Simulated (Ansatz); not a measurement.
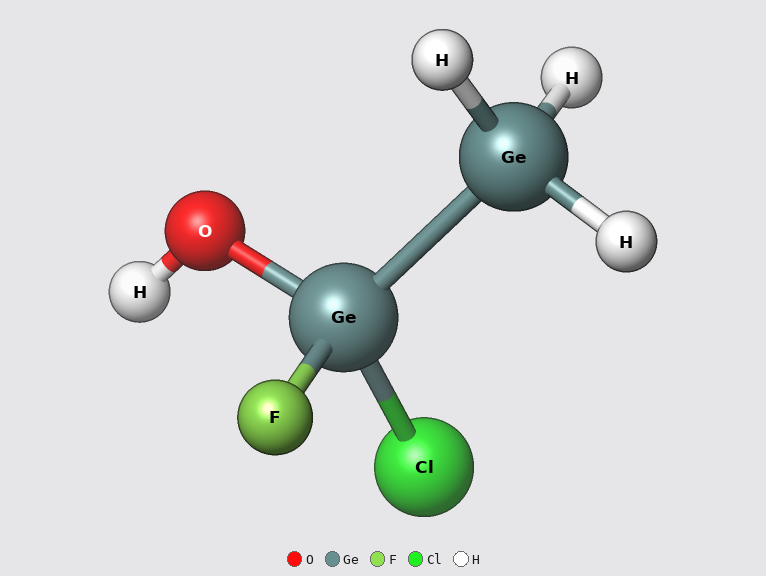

The structure as it stands in the input.

Input file:

```yaml
crystal:
  periodic: [false, false, false]
  atoms:
    - {symbol: O, position_ang: [-1.319047, 1.330636, 0.861607]}
    - {symbol: Ge, position_ang: [-0.301247, -0.097185, 0.761111]}
    - {symbol: F, position_ang: [0.785638, -0.042056, 2.113751]}
    - {symbol: Cl, position_ang: [-1.501339, -1.836736, 1.150439]}
    - {symbol: Ge, position_ang: [0.901651, -0.173081, -1.334842]}
    - {symbol: H, position_ang: [-1.874435, 1.350272, 1.646674]}
    - {symbol: H, position_ang: [-0.132008, -0.271174, -2.459315]}
    - {symbol: H, position_ang: [1.732402, 1.106881, -1.455021]}
    - {symbol: H, position_ang: [1.796883, -1.413756, -1.301602]}
basis:
  gaussian: {orbitals: "6-31G*"}
hamiltonian: {xc: {name: revPBE}}
md: {timestep: 0.5 fs, n_steps: 30, ensemble: nvt_langevin, temperature: 700, initial_velocities: maxwell_boltzmann, friction: 0.01, seed: 945}
```

It was started with:

```sh
ansatz run in.yaml --threads 2 --pin off --events-out ev --progress --plain --max-ram 32768MiB --backend cpu
```

Result (its end):

```
mean field -130362.44321876 eV, -4790.7314254516 hartree, gradient 1.0e-5 eV, S^2 0.000000; 1 other end points of the search recorded, 0 dependent functions left out
the calculation of the forces begins
reference -130362.44327903 eV, -4790.7314276667 hartree; 51, 51 occupied and 76, 76 virtual orbitals, 1392 factors
md step    30: t =    15.00 fs  T =   358.2 K  F+E_penalty+E_count = -130362.44321876 eV  E_kin = 0.416727 eV  (30 SCF iters)
Total energy: -130362.44327903 eV, -4790.7314276667 hartree
Atom 0 at    -1.349279     1.331434     0.842383 Å, force    -0.827093     0.296939     0.292511 eV/Å
Atom 1 at    -0.242479    -0.063235     0.702213 Å, force    -1.222971    -0.672264     2.618750 eV/Å
Atom 2 at     0.795111     0.027650     2.171198 Å, force    -0.198849    -0.062154    -0.790809 eV/Å
Atom 3 at    -1.531614    -1.881423     1.243700 Å, force     0.529717     0.620976    -0.385939 eV/Å
Atom 4 at     0.892179    -0.181544    -1.328170 Å, force     0.095468    -0.386565    -0.594851 eV/Å
Atom 5 at    -2.079517     1.177516     1.511032 Å, force     0.825173    -0.045187    -0.572535 eV/Å
Atom 6 at    -0.044837    -0.057860    -2.516914 Å, force    -0.229403     0.062149    -0.293912 eV/Å
Atom 7 at     1.966243     0.833050    -1.210732 Å, force     0.764129     1.072618    -0.126044 eV/Å
Atom 8 at     1.616143    -1.492314    -1.227363 Å, force     0.263829    -0.886512    -0.147171 eV/Å
Dipole moment:     0.143536     0.191908    -0.628560 e Å
```

Self-consistency was reached.
